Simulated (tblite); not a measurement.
B2Cl4: geometry relaxation

B2Cl4 (Diboron tetrachloride), SMILES ClB(Cl)B(Cl)Cl, computed with GFN2-xTB geometry optimisation, gas phase (tblite 0.8.0).

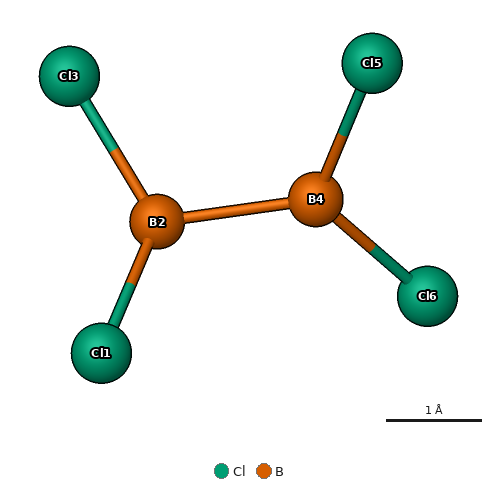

Fig. 1: The starting structure (ball-and-stick view, seen at a tilt; atoms are numbered from 1 in the order of the input).

### Input
```
{"job": {"xc": "GFN2-xTB", "basis": "xTB", "kind": "relax"}, "charge": 0, "multiplicity": 1}
Cl    -1.663300    -1.438000     0.750600
B     -0.839500    -0.200500    -0.348700
Cl    -1.660400     1.343500    -0.721500
B      0.804900    -0.016800    -0.018000
Cl     1.305000     1.495400     0.905700
Cl     2.065700    -1.175600    -0.654300
```

The first line tells a small driver script what to run in tblite; the rest is the geometry in Å.

Run as:
```bash
OMP_NUM_THREADS=1 python <driver script> task.json out
```

### What the program printed
```
step      E/eV     max force
  0    -564.47868    2.181
  1    -564.71900    1.791
  2    -565.01934    1.686
  3    -565.08594    0.820
  4    -565.11746    0.462
  5    -565.14345    0.381
  6    -565.15088    0.343
  7    -565.17046    0.294
  8    -565.17813    0.321
  9    -565.18553    0.303
 10    -565.19036    0.241
 11    -565.19579    0.264
 12    -565.20034    0.225
 13    -565.20398    0.167
 14    -565.20702    0.175
 15    -565.21065    0.182
 16    -565.21521    0.220
 17    -565.22007    0.257
 18    -565.22357    0.194
 19    -565.22520    0.091
 20    -565.22565    0.045
 21    -565.22575    0.035
 22    -565.22583    0.029
 23    -565.22590    0.028
 24    -565.22595    0.017
 25    -565.22597    0.018
 26    -565.22600    0.022
 27    -565.22604    0.025
 28    -565.22611    0.029
 29    -565.22621    0.039
 30    -565.22633    0.035
 31    -565.22640    0.017
 32    -565.22641    0.007
 33    -565.22642    0.006
 34    -565.22642    0.007
 35    -565.22643    0.009
 36    -565.22644    0.014
 37    -565.22647    0.022
 38    -565.22652    0.028
 39    -565.22658    0.033
 40    -565.22668    0.033
 41    -565.22681    0.049
 42    -565.22704    0.078
 43    -565.22745    0.113
 44    -565.22804    0.123
 45    -565.22874    0.090
 46    -565.22869    0.133
 47    -565.22943    0.043
 48    -565.22957    0.031
 49    -565.22980    0.053
 50    -565.22991    0.027
 51    -565.23001    0.020
 52    -565.23013    0.025
 53    -565.23019    0.020
 54    -565.23022    0.004
 55    -565.23022    0.003
```

### Trajectory as extended XYZ (Å, eV, eV/Å), 12 frames, from step=0 to step=55
```
6
Properties=species:S:1:pos:R:3:forces:R:3 step=0 energy=-564.47868
Cl   -1.6633   -1.4380    0.7506    0.3710   1.0220  -1.2960
B    -0.8395   -0.2005   -0.3487   -0.5620   0.8460   1.9300
Cl   -1.6604    1.3435   -0.7215    0.0650  -1.4140  -0.0390
B     0.8049   -0.0168   -0.0180    1.4140   0.0010  -0.5580
Cl    1.3050    1.4954    0.9057   -0.3220  -1.7060  -0.8790
Cl    2.0657   -1.1756   -0.6543   -0.9660   1.2510   0.8420
6
Properties=species:S:1:pos:R:3:forces:R:3 step=5 energy=-565.14345
Cl   -1.6671   -1.3719    0.6459   -0.1610  -0.0480  -0.0670
B    -0.8140   -0.1243   -0.1692   -0.3660   0.1000   0.0370
Cl   -1.7008    1.2415   -0.7427   -0.2000  -0.1340  -0.0750
B     0.8367   -0.0079   -0.0698    0.3720  -0.0500   0.0460
Cl    1.3165    1.3725    0.8487    0.3140   0.0750   0.0630
Cl    2.0412   -1.1019   -0.5992    0.0410   0.0570  -0.0040
6
Properties=species:S:1:pos:R:3:forces:R:3 step=10 energy=-565.19036
Cl   -1.7227   -1.3827    0.6144    0.0680   0.0510  -0.0660
B    -0.8461   -0.0986   -0.1349    0.1400  -0.0990  -0.0090
Cl   -1.7790    1.1996   -0.7752    0.0470  -0.0780  -0.0190
B     0.8682    0.0044   -0.0441   -0.1290   0.1010   0.1510
Cl    1.4263    1.3774    0.8582    0.0940  -0.0740  -0.0630
Cl    2.0659   -1.0921   -0.6047   -0.2200   0.0980   0.0050
6
Properties=species:S:1:pos:R:3:forces:R:3 step=15 energy=-565.21065
Cl   -1.7247   -1.3900    0.5848    0.0310  -0.1660   0.0310
B    -0.8362   -0.1029   -0.1208   -0.1000   0.0820   0.0890
Cl   -1.7899    1.1569   -0.8025    0.0390   0.0640  -0.1090
B     0.8511    0.0330    0.0076    0.0750   0.0690   0.0140
Cl    1.5087    1.3799    0.8580   -0.0220   0.1030   0.0720
Cl    2.0036   -1.0690   -0.6134   -0.0230  -0.1530  -0.0960
6
Properties=species:S:1:pos:R:3:forces:R:3 step=20 energy=-565.22565
Cl   -1.7036   -1.4343    0.5598    0.0340   0.0280  -0.0070
B    -0.8442   -0.0839   -0.0732    0.0090   0.0080   0.0020
Cl   -1.7779    1.1296   -0.8578   -0.0240  -0.0010  -0.0090
B     0.8492    0.0723    0.0535   -0.0130  -0.0190   0.0270
Cl    1.5690    1.4040    0.8740   -0.0080  -0.0220  -0.0100
Cl    1.9200   -1.0797   -0.6426    0.0020   0.0060  -0.0030
6
Properties=species:S:1:pos:R:3:forces:R:3 step=25 energy=-565.22597
Cl   -1.6978   -1.4324    0.5585    0.0020  -0.0030   0.0100
B    -0.8439   -0.0801   -0.0722    0.0030   0.0010  -0.0090
Cl   -1.7821    1.1279   -0.8614   -0.0080   0.0010  -0.0040
B     0.8479    0.0703    0.0586    0.0020   0.0130  -0.0120
Cl    1.5709    1.4016    0.8743    0.0030  -0.0070   0.0120
Cl    1.9175   -1.0794   -0.6440   -0.0030  -0.0050   0.0030
6
Properties=species:S:1:pos:R:3:forces:R:3 step=30 energy=-565.22633
Cl   -1.6846   -1.4287    0.5672    0.0110   0.0310  -0.0130
B    -0.8440   -0.0729   -0.0826   -0.0100  -0.0160   0.0130
Cl   -1.7961    1.1263   -0.8678    0.0080  -0.0190   0.0040
B     0.8485    0.0743    0.0518   -0.0060   0.0080  -0.0070
Cl    1.5736    1.3923    0.8875    0.0000  -0.0100   0.0020
Cl    1.9151   -1.0834   -0.6425   -0.0030   0.0050   0.0010
6
Properties=species:S:1:pos:R:3:forces:R:3 step=35 energy=-565.22643
Cl   -1.6817   -1.4269    0.5669   -0.0050  -0.0030   0.0070
B    -0.8441   -0.0713   -0.0813    0.0070  -0.0020  -0.0010
Cl   -1.7981    1.1220   -0.8713   -0.0020   0.0040  -0.0060
B     0.8478    0.0772    0.0521    0.0030  -0.0010   0.0020
Cl    1.5775    1.3901    0.8910   -0.0020  -0.0030   0.0020
Cl    1.9111   -1.0830   -0.6437   -0.0010   0.0050  -0.0030
6
Properties=species:S:1:pos:R:3:forces:R:3 step=40 energy=-565.22668
Cl   -1.6844   -1.4094    0.5923    0.0100  -0.0100   0.0100
B    -0.8409   -0.0704   -0.0842   -0.0240  -0.0110   0.0100
Cl   -1.7979    1.1067   -0.8940    0.0110   0.0170  -0.0160
B     0.8507    0.0769    0.0506   -0.0160  -0.0050  -0.0070
Cl    1.5730    1.3757    0.9178    0.0140  -0.0220  -0.0100
Cl    1.9120   -1.0715   -0.6688    0.0040   0.0300   0.0130
6
Properties=species:S:1:pos:R:3:forces:R:3 step=45 energy=-565.22874
Cl   -1.7083   -1.3228    0.7299   -0.0070   0.0020  -0.0100
B    -0.8427   -0.0801   -0.0825   -0.0360   0.0730  -0.0230
Cl   -1.7710    1.0289   -1.0257    0.0390  -0.0690   0.0420
B     0.8482    0.0703    0.0496   -0.0220   0.0220   0.0090
Cl    1.5659    1.2813    1.0404   -0.0020   0.0000   0.0060
Cl    1.9204   -0.9696   -0.7980    0.0280  -0.0290  -0.0250
6
Properties=species:S:1:pos:R:3:forces:R:3 step=50 energy=-565.22991
Cl   -1.7139   -1.2703    0.7967    0.0060   0.0190  -0.0110
B    -0.8439   -0.0709   -0.0805   -0.0020  -0.0130   0.0030
Cl   -1.7642    0.9665   -1.0987    0.0000  -0.0070   0.0060
B     0.8475    0.0768    0.0519    0.0090  -0.0090  -0.0060
Cl    1.5737    1.2217    1.1113    0.0000  -0.0080  -0.0060
Cl    1.9134   -0.9157   -0.8671   -0.0140   0.0190   0.0140
6
Properties=species:S:1:pos:R:3:forces:R:3 step=55 energy=-565.23022
Cl   -1.7268   -1.2081    0.8643    0.0010   0.0020  -0.0020
B    -0.8436   -0.0728   -0.0800   -0.0010   0.0000   0.0000
Cl   -1.7523    0.9060   -1.1648    0.0000  -0.0010   0.0020
B     0.8477    0.0752    0.0519    0.0010   0.0010   0.0000
Cl    1.5742    1.1576    1.1750   -0.0010  -0.0020  -0.0020
Cl    1.9133   -0.8500   -0.9326    0.0000   0.0010   0.0010
```

### Summary

| quantity | value |
| --- | --- |
| outcome | converged |
| total energy | −565.2302 eV |
| hardware | 1 CPU thread, shared host |
| peak memory | 0.18 GiB |
